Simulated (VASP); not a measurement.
Band structure of Ag (relaxed from the dhcp structure, space group P6_3/mmc). All values below come from PBEsol GGA, VASP's PBE PAW potentials (set 64) (plane waves; VASP).

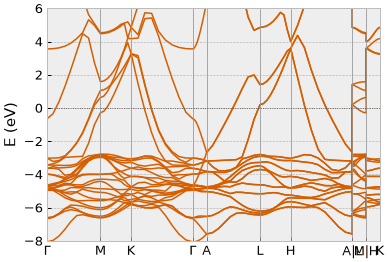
Fig. 1. Bands along high-symmetry lines, zero at the valence-band maximum or, without a gap, the Fermi level

### Question
Read the plot: is there a gap, and where are the band edges?

### Answer
It has no gap at this level: it comes out as a metal or semimetal. (Edges off the drawn lines would not show.)

The structure was generated: Ag was put into the dhcp type (P6_3/mmc), which need not be its known phase. It was relaxed first.
